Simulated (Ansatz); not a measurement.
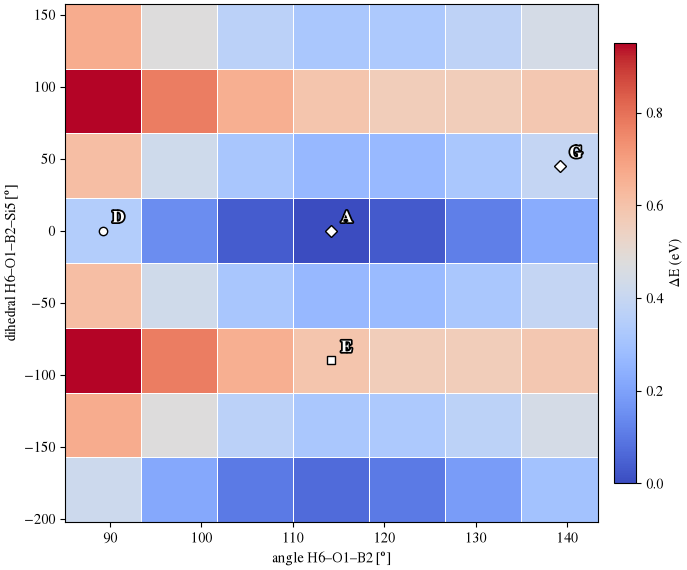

CH₄BNOSi, SMILES OB1C=N[SiH2]1. The first coordinate is: angle H6–O1–B2; the second: dihedral H6–O1–B2–Si5. Nothing is relaxed (all other coordinates rigid). Grid: 7 × 8 points. Points are written as (first, second). All energies are given in eV relative to the lowest grid point. All numbers below come from RKS PBE0-D4/def2-TZVP (Ansatz).

In the figure: one coloured cell a grid point, lettered points.

> Is A the lowest point of the computed grid?

Yes. A, at (114.2°, 0°), has the lowest energy of the grid.

> Rank the lettered points by energy, lowest first.

A (0.00 eV), D (0.34 eV), G (0.39 eV), E (0.59 eV).
